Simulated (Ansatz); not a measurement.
The crystal is WS2 (2H monolayer).

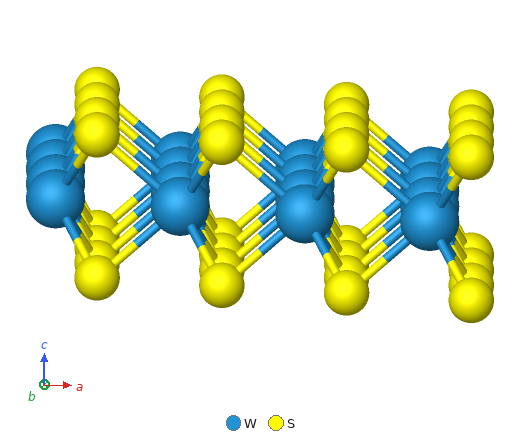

The structure (tungsten blue, sulfur yellow). 4×4×1 cells are drawn.

The cell holds 3 atoms: 1 W and 2 S. Its edges and angles: a = 3.126 Å, b = 3.126 Å, c = 29.400 Å, α = 90.0°, β = 90.0°, γ = 120.0°. It derives from S2W1. Vacuum lies along c.

```xyz
3
Lattice="3.1257 0.0000 0.0000 -1.5628 2.7069 0.0000 0.0000 0.0000 29.4000" Properties=species:S:1:pos:R:3
W     0.0000    1.8046   14.7000
S     1.5628    0.9023   16.2604
S     1.5628    0.9023   13.1396
```

The structure was relaxed with LDA. The runs that relaxed it are not among those shown. Spin-orbit coupling is left out unless a run names it.

Gaps computed with Ansatz 0.2.0 without a self-energy: LDA 1.99 eV and HSE06 2.51 eV.

What gap should G0W0 on LDA give (9×9×1 mesh, 366 empty bands, screening to 75 eV, PAW set soft_1 files)?

About 2.85 eV: on its mesh the run moves the gap from 1.99 eV by +0.86 eV. Among the scalar-relativistic levels given, HSE06 is nearest (−0.34 eV). Bands and cutoff are finite, so the gap is not at the basis limit. The miss can reach some tenths of an eV and take either sign; the mesh is an error of its own. The mesh in the plane is coarse for a sheet; gap and any exciton binding can still move on denser ones. The many-body steps are scalar-relativistic: spin-orbit coupling is not in them.

[Paths, hosts, dates, memory and timing lines, banners, echoed tables and standing remarks are left out of the program output.]

[Logs are printed without paths, hosts, clocks, repeated set-up lines and the standing remarks that a program may print on its own settings, such as how far it seeks lower states.]

[Runs of the session that timed out or met a known fault of the program may be left out.]

[Cells called generated may have been cut or substituted from an entry of the Crystallography Open Database or the Materials Project.]

[Hosts, paths, dates, database ids (printed as entryN), source tags and the programs' standing remarks are cut or masked in the printed files.]
